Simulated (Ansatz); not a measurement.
SiNH6F: nudged elastic band (part 1 of 2)

The run: nudged elastic band of SiNH6F. Method and program: RKS PBE0-D4/def2-SVP (Ansatz 0.2.0).

It belongs to a series of runs on one base structure; here: band between the two ends. Figures and captions count atoms from 1; the log counts them from 0 in places.

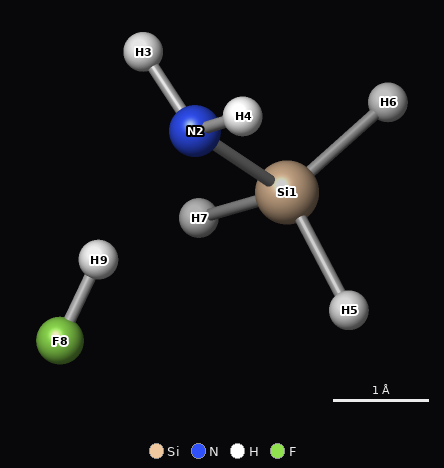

Figure 1. The structure as given in the input (ball-and-stick view, seen at a tilt; atoms are numbered from 1 in the order of the input). Bond lengths as drawn: F–H 0.95 Å, H–N 1.02 Å, H–Si 1.49 to 1.50 Å and N–Si 1.77 Å.

### The input
```yaml
crystal:
  periodic: [false, false, false]
  atoms:
    - { symbol: Si, position_ang: [-0.11237, 0.221393, 0.099772] }
    - { symbol: "N", position_ang: [0.078038, -0.098911, 1.829364] }
    - { symbol: H, position_ang: [-0.782996, -0.252902, 2.350967] }
    - { symbol: H, position_ang: [0.648201, 0.572678, 2.340202] }
    - { symbol: H, position_ang: [1.254637, 0.344058, -0.472294] }
    - { symbol: H, position_ang: [-0.868045, 1.483432, -0.181501] }
    - { symbol: H, position_ang: [-0.862459, -0.923996, -0.480168] }
    - { symbol: F, position_ang: [1.375911, -2.308784, 1.268393] }
    - { symbol: H, position_ang: [0.930084, -1.557168, 1.644566] }
basis:
  gaussian: { orbitals: def2-SVP }
hamiltonian:
  xc: pbe0
  dispersion: d4
neb:
  order_check: false
  images: 7
  f_tol: 0.05
  max_iterations: 60
  optimiser: fire
  climbing: true
  final_atoms:
    - { symbol: Si, position_ang: [0.36540846, -0.15566198, -0.31807373] }
    - { symbol: "N", position_ang: [-0.10999433, -0.34363552, 2.29640399] }
    - { symbol: H, position_ang: [-1.00692434, -0.70826104, 2.61338227] }
    - { symbol: H, position_ang: [0.0942909, 0.47790974, 2.86361711] }
    - { symbol: H, position_ang: [0.73613562, -0.13051449, -1.77419786] }
    - { symbol: H, position_ang: [0.4427192, 1.25602535, 0.14413732] }
    - { symbol: H, position_ang: [-0.99254174, -0.75989197, -0.2563895] }
    - { symbol: F, position_ang: [1.53468509, -1.1139378, 0.31071173] }
    - { symbol: H, position_ang: [0.59722213, -1.04223229, 2.51970967] }
  initial_path:
    images:
      - { positions_ang: [[-0.11237, 0.221393, 0.099772], [0.078038, -0.098911, 1.829364], [-0.782996, -0.252902, 2.350967], [0.648201, 0.572678, 2.340202], [1.254637, 0.344058, -0.472294], [-0.868045, 1.483432, -0.181501], [-0.862459, -0.923996, -0.480168], [1.375911, -2.308784, 1.268393], [0.930084, -1.557168, 1.644566]] }
      - { positions_ang: [[-0.08754152, 0.17194788, 0.07735694], [0.06136028, -0.0830988, 1.91681425], [-0.80152603, -0.27210191, 2.44100612], [0.70907101, 0.48686418, 2.43183751], [1.28051149, 0.27055412, -0.47696857], [-0.83032441, 1.41788064, -0.24504014], [-0.82062681, -0.98314091, -0.48537447], [1.28038015, -2.1017429, 1.08978143], [0.86969684, -1.4273623, 1.64988792]] }
      - { positions_ang: [[-0.06271304, 0.12250276, 0.05494188], [0.04468256, -0.06728661, 2.0042645], [-0.82005606, -0.29130182, 2.53104525], [0.76994102, 0.40105036, 2.52347302], [1.30638598, 0.19705024, -0.48164315], [-0.79260382, 1.35232927, -0.30857928], [-0.77879462, -1.04228581, -0.49058093], [1.1848493, -1.89470181, 0.91116986], [0.80930969, -1.2975566, 1.65520985]] }
      - { positions_ang: [[-0.03788456, 0.07305765, 0.03252682], [0.02800483, -0.05147441, 2.09171475], [-0.8385861, -0.31050173, 2.62108437], [0.83081103, 0.31523654, 2.61510853], [1.33226047, 0.12354637, -0.48631772], [-0.75488323, 1.28677791, -0.37211841], [-0.73696243, -1.10143072, -0.4957874], [1.08931845, -1.68766071, 0.73255829], [0.74892253, -1.16775089, 1.66053177]] }
      - { positions_ang: [[-0.01305607, 0.02361253, 0.01011176], [0.01132711, -0.03566222, 2.179165], [-0.85711613, -0.32970165, 2.7111235], [0.89168103, 0.22942272, 2.70674404], [1.35813496, 0.05004249, -0.49099229], [-0.71716265, 1.22122655, -0.43565755], [-0.69513023, -1.16057562, -0.50099386], [0.9937876, -1.48061961, 0.55394671], [0.68853537, -1.03794519, 1.66585369]] }
      - { positions_ang: [[0.08156006, -0.0212061, -0.07193461], [-0.01900325, -0.11265554, 2.20847475], [-0.89456818, -0.4243415, 2.68668819], [0.6923335, 0.29154448, 2.74596231], [1.20263513, 0.00490324, -0.81179369], [-0.42719218, 1.22992625, -0.29070883], [-0.76948311, -1.06040471, -0.43984277], [1.12901197, -1.38894916, 0.49313797], [0.66570706, -1.03901697, 1.87931769]] }
      - { positions_ang: [[0.17617619, -0.06602472, -0.15398098], [-0.04933361, -0.18964887, 2.2377845], [-0.93202023, -0.51898135, 2.66225289], [0.49298597, 0.35366623, 2.78518058], [1.04713529, -0.040236, -1.13259508], [-0.13722172, 1.23862595, -0.14576011], [-0.84383599, -0.96023379, -0.37869168], [1.26423634, -1.29727871, 0.43232922], [0.64287875, -1.04008874, 2.09278168]] }
      - { positions_ang: [[0.27079233, -0.11084335, -0.23602736], [-0.07966397, -0.26664219, 2.26709424], [-0.96947229, -0.61362119, 2.63781758], [0.29363844, 0.41578798, 2.82439884], [0.89163546, -0.08537525, -1.45339647], [0.15274874, 1.24732565, -0.0008114], [-0.91818886, -0.86006288, -0.31754059], [1.39946072, -1.20560825, 0.37152047], [0.62005044, -1.04116052, 2.30624568]] }
      - { positions_ang: [[0.36540846, -0.15566198, -0.31807373], [-0.10999433, -0.34363552, 2.29640399], [-1.00692434, -0.70826104, 2.61338227], [0.0942909, 0.47790974, 2.86361711], [0.73613562, -0.13051449, -1.77419786], [0.4427192, 1.25602535, 0.14413732], [-0.99254174, -0.75989197, -0.2563895], [1.53468509, -1.1139378, 0.31071173], [0.59722213, -1.04223229, 2.51970967]] }
```

Machine: 1 thread of Arm Neoverse V2, 24 GiB of memory available, shared host.

Run as:
```bash
ansatz run input.yaml --threads 1 --pin off --max-ram 2048MiB --backend cpu --events-out ev --progress --plain --runs-dir out
```

### The program's output
```
Engine: ansatz 0.2.0, aarch64-unknown-linux-gnu
Functional definition: PBE0
  parameter a = 0.25
  parameter kappa = 0.804
  parameter beta = 0.06672455060314922
  exchange = (1 - a)*pbe_x(kappa = kappa, mu = beta*pi^2/3) + a*exact_x
  correlation = pbe_c(beta = beta)
799 factors; integrals over basis functions are off by at most 3.8e-4 eV
mean field evaluation 1: about -12164.7631 eV, gradient 5.1e1 eV
mean field evaluation 2: about -12161.5203 eV, gradient 6.3e1 eV
mean field evaluation 4: about -12169.2984 eV, gradient 2.6e0 eV
mean field evaluation 8: about -12169.3157 eV, gradient 3.3e-2 eV
mean field -12169.31567146 eV, -447.2141022678 hartree, gradient 2.4e-5 eV, S^2 0.000000; 0 other end points of the search recorded, 0 dependent functions left out
the calculation of the forces begins
reference -12169.31569374 eV, -447.2141030866 hartree; 18, 18 occupied and 58, 58 virtual orbitals, 799 factors
799 factors; integrals over basis functions are off by at most 8.9e-4 eV
mean field evaluation 16: about -12161.4303 eV, gradient 6.6e1 eV
mean field -12169.85643383 eV, -447.2339749181 hartree, gradient 2.7e-5 eV, S^2 0.000000; 0 other end points of the search recorded, 0 dependent functions left out
[... from here on the field's lines of each further geometry are left out, up to the last ...]
NEB iter   1: max|band force component| = 4.792e0 eV/Å  barrier→ = 2.4424 eV  barrier← = 2.9812 eV  Δτ_max = 0.0849 Å  (209 SCF iters)
NEB iter   2: max|band force component| = 2.123e0 eV/Å  barrier→ = 1.9526 eV  barrier← = 2.4914 eV  Δτ_max = 0.0434 Å  (188 SCF iters)
NEB iter   3: max|band force component| = 1.323e0 eV/Å  barrier→ = 1.6563 eV  barrier← = 2.1951 eV  Δτ_max = 0.0556 Å  (186 SCF iters)
NEB iter   4: max|band force component| = 2.557e0 eV/Å  barrier→ = 1.2878 eV  barrier← = 1.8266 eV  Δτ_max = 0.0507 Å  (184 SCF iters)
NEB iter   5: max|band force component| = 1.763e0 eV/Å  barrier→ = 1.1891 eV  barrier← = 1.7279 eV  Δτ_max = 0.0081 Å  (184 SCF iters)
NEB iter   6: max|band force component| = 1.173e0 eV/Å  barrier→ = 1.1685 eV  barrier← = 1.7073 eV  Δτ_max = 0.0135 Å  (152 SCF iters)
NEB iter   7: max|band force component| = 8.989e-1 eV/Å  barrier→ = 1.1284 eV  barrier← = 1.6672 eV  Δτ_max = 0.0132 Å  (168 SCF iters)
NEB iter   8: max|band force component| = 9.082e-1 eV/Å  barrier→ = 1.0712 eV  barrier← = 1.6100 eV  Δτ_max = 0.0041 Å  (175 SCF iters)
NEB iter   9: max|band force component| = 8.518e-1 eV/Å  barrier→ = 1.0547 eV  barrier← = 1.5935 eV  Δτ_max = 0.0074 Å  (145 SCF iters)
NEB iter  10: max|band force component| = 8.374e-1 eV/Å  barrier→ = 1.0226 eV  barrier← = 1.5614 eV  Δτ_max = 0.0110 Å  (154 SCF iters)
NEB iter  11: max|band force component| = 8.164e-1 eV/Å  barrier→ = 0.9765 eV  barrier← = 1.5153 eV  Δτ_max = 0.0143 Å  (160 SCF iters)
NEB iter  12: max|band force component| = 7.896e-1 eV/Å  barrier→ = 0.9195 eV  barrier← = 1.4583 eV  Δτ_max = 0.0171 Å  (155 SCF iters)
NEB iter  13: max|band force component| = 7.587e-1 eV/Å  barrier→ = 0.8549 eV  barrier← = 1.3937 eV  Δτ_max = 0.0198 Å  (169 SCF iters)
NEB iter  14: max|band force component| = 7.244e-1 eV/Å  barrier→ = 0.7983 eV  barrier← = 1.3371 eV  Δτ_max = 0.0256 Å  (171 SCF iters)
NEB iter  15: max|band force component| = 6.751e-1 eV/Å  barrier→ = 0.7694 eV  barrier← = 1.3082 eV  Δτ_max = 0.0323 Å  (174 SCF iters)
NEB iter  16: max|band force component| = 6.079e-1 eV/Å  barrier→ = 0.7392 eV  barrier← = 1.2780 eV  Δτ_max = 0.0397 Å  (172 SCF iters)
NEB iter  17: max|band force component| = 5.239e-1 eV/Å  barrier→ = 0.7094 eV  barrier← = 1.2482 eV  Δτ_max = 0.0481 Å  (183 SCF iters)
NEB iter  18: max|band force component| = 4.962e-1 eV/Å  barrier→ = 0.6811 eV  barrier← = 1.2199 eV  CI = image 3  Δτ_max = 0.0556 Å  (184 SCF iters)
NEB iter  19: max|band force component| = 4.616e-1 eV/Å  barrier→ = 0.6557 eV  barrier← = 1.1945 eV  CI = image 3  Δτ_max = 0.0625 Å  (185 SCF iters)
NEB iter  20: max|band force component| = 7.040e-1 eV/Å  barrier→ = 0.6313 eV  barrier← = 1.1701 eV  CI = image 3  Δτ_max = 0.0670 Å  (186 SCF iters)
NEB iter  21: max|band force component| = 3.575e-1 eV/Å  barrier→ = 0.6083 eV  barrier← = 1.1471 eV  CI = image 3  Δτ_max = 0.0719 Å  (186 SCF iters)
NEB iter  22: max|band force component| = 3.236e-1 eV/Å  barrier→ = 0.5888 eV  barrier← = 1.1276 eV  CI = image 3  Δτ_max = 0.0070 Å  (182 SCF iters)
NEB iter  23: max|band force component| = 3.092e-1 eV/Å  barrier→ = 0.5872 eV  barrier← = 1.1260 eV  CI = image 3  Δτ_max = 0.0131 Å  (154 SCF iters)
NEB iter  24: max|band force component| = 3.164e-1 eV/Å  barrier→ = 0.5856 eV  barrier← = 1.1244 eV  CI = image 3  Δτ_max = 0.0175 Å  (156 SCF iters)
NEB iter  25: max|band force component| = 2.730e-1 eV/Å  barrier→ = 0.5856 eV  barrier← = 1.1244 eV  CI = image 3  Δτ_max = 0.0214 Å  (177 SCF iters)
NEB iter  26: max|band force component| = 2.150e-1 eV/Å  barrier→ = 0.5871 eV  barrier← = 1.1259 eV  CI = image 3  Δτ_max = 0.0038 Å  (178 SCF iters)
NEB iter  27: max|band force component| = 2.095e-1 eV/Å  barrier→ = 0.5867 eV  barrier← = 1.1255 eV  CI = image 3  Δτ_max = 0.0075 Å  (143 SCF iters)
NEB iter  28: max|band force component| = 2.011e-1 eV/Å  barrier→ = 0.5863 eV  barrier← = 1.1251 eV  CI = image 3  Δτ_max = 0.0111 Å  (150 SCF iters)
NEB iter  29: max|band force component| = 1.867e-1 eV/Å  barrier→ = 0.5858 eV  barrier← = 1.1246 eV  CI = image 3  Δτ_max = 0.0147 Å  (151 SCF iters)
NEB iter  30: max|band force component| = 1.581e-1 eV/Å  barrier→ = 0.5852 eV  barrier← = 1.1240 eV  CI = image 3  Δτ_max = 0.0029 Å  (162 SCF iters)
NEB iter  31: max|band force component| = 1.562e-1 eV/Å  barrier→ = 0.5849 eV  barrier← = 1.1237 eV  CI = image 3  Δτ_max = 0.0058 Å  (127 SCF iters)
NEB iter  32: max|band force component| = 1.510e-1 eV/Å  barrier→ = 0.5844 eV  barrier← = 1.1232 eV  CI = image 3  Δτ_max = 0.0086 Å  (138 SCF iters)
NEB iter  33: max|band force component| = 1.394e-1 eV/Å  barrier→ = 0.5839 eV  barrier← = 1.1227 eV  CI = image 3  Δτ_max = 0.0112 Å  (146 SCF iters)
NEB iter  34: max|band force component| = 1.241e-1 eV/Å  barrier→ = 0.5833 eV  barrier← = 1.1221 eV  CI = image 3  Δτ_max = 0.0132 Å  (142 SCF iters)
NEB iter  35: max|band force component| = 1.119e-1 eV/Å  barrier→ = 0.5826 eV  barrier← = 1.1214 eV  CI = image 3  Δτ_max = 0.0148 Å  (151 SCF iters)
NEB iter  36: max|band force component| = 9.984e-2 eV/Å  barrier→ = 0.5818 eV  barrier← = 1.1206 eV  CI = image 3  Δτ_max = 0.0180 Å  (152 SCF iters)
NEB iter  37: max|band force component| = 7.732e-2 eV/Å  barrier→ = 0.5810 eV  barrier← = 1.1198 eV  CI = image 3  Δτ_max = 0.0213 Å  (159 SCF iters)
NEB iter  38: max|band force component| = 7.590e-2 eV/Å  barrier→ = 0.5803 eV  barrier← = 1.1191 eV  CI = image 3  Δτ_max = 0.0247 Å  (165 SCF iters)
NEB iter  39: max|band force component| = 7.797e-2 eV/Å  barrier→ = 0.5797 eV  barrier← = 1.1185 eV  CI = image 3  Δτ_max = 0.0295 Å  (164 SCF iters)
NEB iter  40: max|band force component| = 2.794e-1 eV/Å  barrier→ = 0.5795 eV  barrier← = 1.1183 eV  CI = image 3  Δτ_max = 0.0108 Å  (178 SCF iters)
NEB iter  41: max|band force component| = 7.070e-1 eV/Å  barrier→ = 0.5808 eV  barrier← = 1.1196 eV  CI = image 3  Δτ_max = 0.0068 Å  (169 SCF iters)
NEB iter  42: max|band force component| = 8.066e-2 eV/Å  barrier→ = 0.5791 eV  barrier← = 1.1179 eV  CI = image 3  Δτ_max = 0.0067 Å  (152 SCF iters)
NEB iter  43: max|band force component| = 6.624e-1 eV/Å  barrier→ = 0.5800 eV  barrier← = 1.1188 eV  CI = image 3  Δτ_max = 0.0016 Å  (152 SCF iters)
NEB iter  44: max|band force component| = 5.058e-1 eV/Å  barrier→ = 0.5797 eV  barrier← = 1.1185 eV  CI = image 3  Δτ_max = 0.0028 Å  (129 SCF iters)
NEB iter  45: max|band force component| = 2.336e-1 eV/Å  barrier→ = 0.5792 eV  barrier← = 1.1180 eV  CI = image 3  Δτ_max = 0.0033 Å  (131 SCF iters)
```
